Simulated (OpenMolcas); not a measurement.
# How methods differ on BHCl2 (SMILES ClBCl)

BHCl2: 4 atoms, total charge 0, spin state singlet. As SMILES, `ClBCl`. Geometry: relaxed at GFN2-xTB.

```xyz
4

Cl   -1.4971   -0.6691   -0.0161
B     0.0102    0.1176   -0.0552
Cl    1.3688   -0.5986    0.6748
H     0.1182    1.1501   -0.6036
```

Each level gives the energy change with the Cl1–B2 bond stretched from 1.701 to 4.252 Å (eV). The values are calculated.

```
                     level                   kind     program  value (eV)  less FCI/STO-3G  CPU time (all runs)
    HF/STO-3G (restricted)           Hartree–Fock  OpenMolcas        8.95            +3.91                3.7 s
 SVWN5/STO-3G (restricted)                    LDA  OpenMolcas        6.85            +1.81                 34 s
 B3LYP/STO-3G (restricted)          global hybrid  OpenMolcas        6.75            +1.71                 15 s
B2PLYP/STO-3G (restricted)          double hybrid  OpenMolcas        6.15            +1.11                 16 s
   MP2/STO-3G (restricted)    perturbation theory  OpenMolcas        6.38            +1.34                3.5 s
     SC-NEVPT2(2,2)/STO-3G         multireference  OpenMolcas        5.06            +0.02                3.1 s
  CISD/STO-3G (restricted)  coupled cluster or CI  OpenMolcas        5.69            +0.65                3.9 s
                FCI/STO-3G     exact in the basis  OpenMolcas        5.04             0.00              3.2 min
```

FCI/STO-3G is exact within its basis and frozen core, so for wave-function methods in that basis the difference is their error; functionals converge differently with the basis, so for them it is only a difference. Spin-restricted single references rise too steeply as a bond breaks, Hartree–Fock most of all. Perturbation and coupled-cluster corrections on them can overshoot downwards. The first shape isn't each level's own minimum. The values span 5.04 to 8.95 eV. All rows use very small basis sets, so even the best lies far from the true value. CPU times are rough (shared hosts, several kinds of processor): they show what a rung costs within a factor of a few.

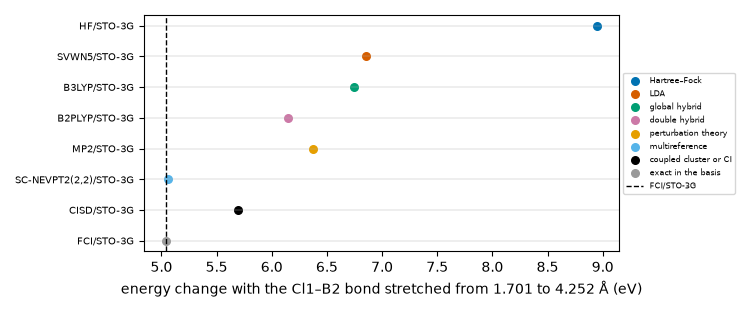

The values of the table, level by level.
